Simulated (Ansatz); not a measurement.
**CH$_{8}$AlFSi$_{2}$: density, localisation and related maps**

Input

```
crystal:
  periodic: [false, false, false]
  atoms:
    - {symbol: C, position_ang: [-2.384142, 1.361031, 0.672077]}
    - {symbol: Al, position_ang: [-0.749533, 0.423835, 1.173518]}
    - {symbol: Si, position_ang: [1.233174, 0.375988, -0.294284]}
    - {symbol: F, position_ang: [1.022830, 1.340325, -1.581673]}
    - {symbol: Si, position_ang: [1.746611, -1.787495, -1.053592]}
    - {symbol: H, position_ang: [-3.172770, 0.632596, 0.448903]}
    - {symbol: H, position_ang: [-2.261953, 1.997963, -0.206186]}
    - {symbol: H, position_ang: [-2.755834, 1.975934, 1.497788]}
    - {symbol: H, position_ang: [-0.664253, -0.397344, 2.535715]}
    - {symbol: H, position_ang: [2.456414, 0.870234, 0.411220]}
    - {symbol: H, position_ang: [0.582200, -2.390524, -1.759576]}
    - {symbol: H, position_ang: [2.048427, -2.626937, 0.140086]}
    - {symbol: H, position_ang: [2.919129, -1.810508, -1.969396]}
basis:
  gaussian: {orbitals: def2-TZVPP}
hamiltonian: {xc: pbe0, dispersion: d4}
output: {orbitals: {seedname: orbitals}}
```

Run with:

```sh
ansatz run in.yaml --threads 4 --pin off --events-out ev --progress --plain --max-ram 10444MiB
```

Geometry: PBE0-D4/def2-TZVP.

Theory: Ansatz 0.2.0, RKS PBE0-D4/def2-TZVPP.

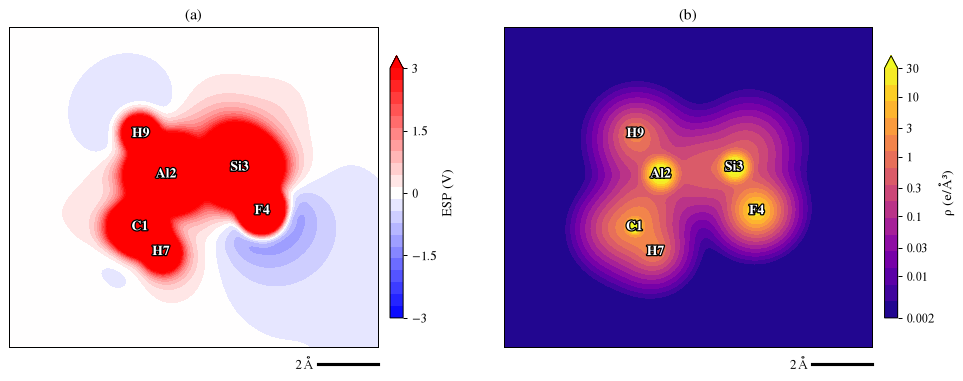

Figure 1. (a) electrostatic potential; (b) total electron density on the plane of atoms C1, Al2 and Si3.

> What does the map show?

- Atoms in the plane: C, Al, Si, F and H.
- Si–F (1.62 Å): ρ is about 1.1 e/Å³ halfway.
- C–Al (1.95 Å): the density is about 0.72 e/Å³ at the midpoint.
- Al–Si (2.47 Å): ρ at the midpoint is about 0.51 e/Å³.
- C–H (1.09 Å): the density is about 1.9 e/Å³ at the midpoint.
- Al–H (1.59 Å): ρ is about 0.55 e/Å³ halfway.
- Outside the dense part of the molecule the potential is most negative (−1.1 V) near F4.

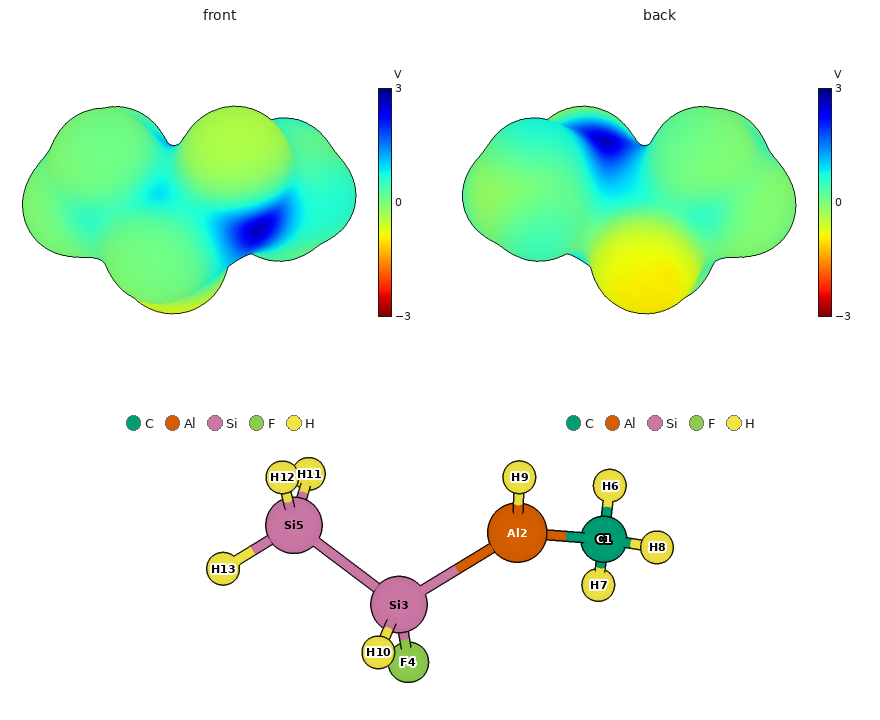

Figure 2. The molecular electrostatic potential painted on the density surface at 0.001 e/bohr³, seen from the front and from behind; red is negative and blue positive. The bare structure is drawn below in the same view.

> Describe the electrostatic potential map.

The most negative region (about −0.9 V) lies over F4, the most positive (about +2.6 V) over Al2.

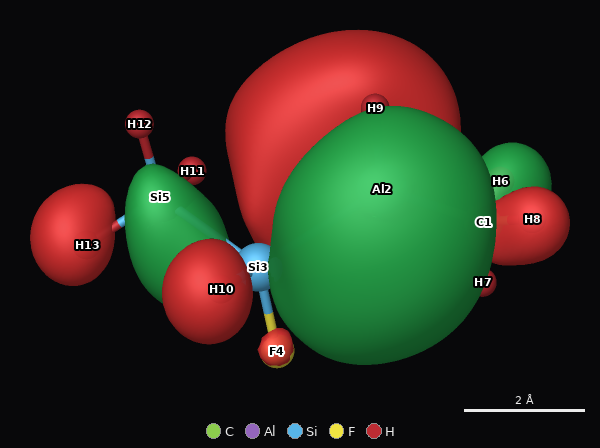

Figure 3. The LUMO at ±0.05 Å⁻³ᐟ² (green and red are the two phases), seen across its widest extent.

> What is the character of this orbital?

By Hirshfeld shares it lies mainly on Al2 (about 60 %), Si3 (about 15 %) and Si5 (about 5 %). Its energy is −1.95 eV.
